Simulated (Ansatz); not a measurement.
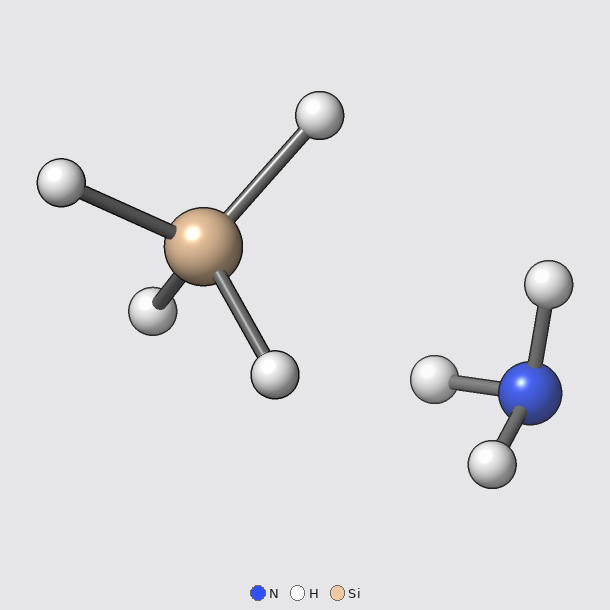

Computed geometry: PBE-D4/def2-SVP optimisation. No frequency run is at hand to confirm it as a minimum.

Draw it as a skeletal formula.

SMILES: N.[SiH4]

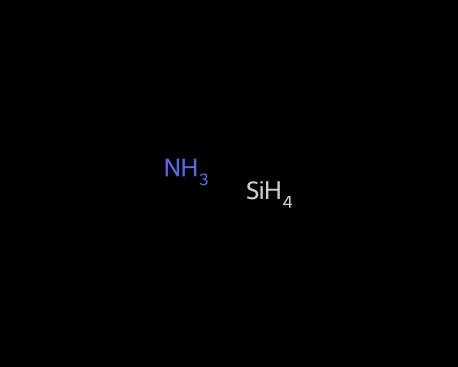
